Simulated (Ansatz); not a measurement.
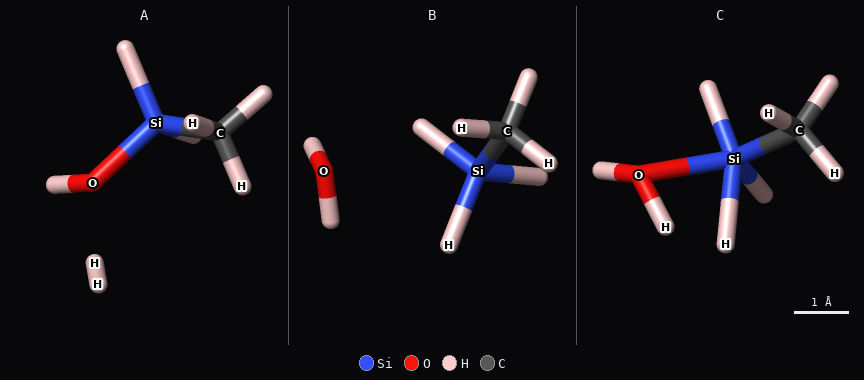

Three geometries of CH$_{8}$OSi: a saddle point and the two minima that it joins, in shuffled order. A stick model, seen from a free direction. Sticks join atoms that are closer than about 1.2 times the sum of their covalent radii (a little more with hydrogen).

Stationary points at PBE0-D4/def2-TZVP, single-point energies with CCSD(T)/CBS (def2-TZVPP where no basis is named; Ansatz 0.2.0). The energies are electronic, without zero-point or thermal terms, and both ends are the minima reached downhill from the saddle, with any fragments still in contact. CCSD(T)/CBS stands for a frozen-core estimate: MP2 correlation extrapolated from def2-TZVPP and def2-QZVPP, CCSD(T) minus MP2 from the smaller set.

### Which frame is the transition state, what reaction does it lead through, and what barrier is to be expected?

Frame C is the saddle point. Counted by bonded pieces, A holds CH₆OSi + H₂ and B holds CH₆Si + H₂O. From A over the saddle to B, bonds form: H–Si (4.37 → 1.76 → 1.49 Å), H–O (2.59 → 1.11 → 0.96 Å). Bonds break: O–Si (1.65 → 1.89 → 3.37 Å), H–H (0.75 → 1.17 → 2.60 Å). The saddle has one imaginary mode, 1114i cm⁻¹. With CCSD(T)/CBS the barrier is 57.1 kcal/mol from A and 41.4 kcal/mol from B, and B lies 15.7 kcal/mol above A.
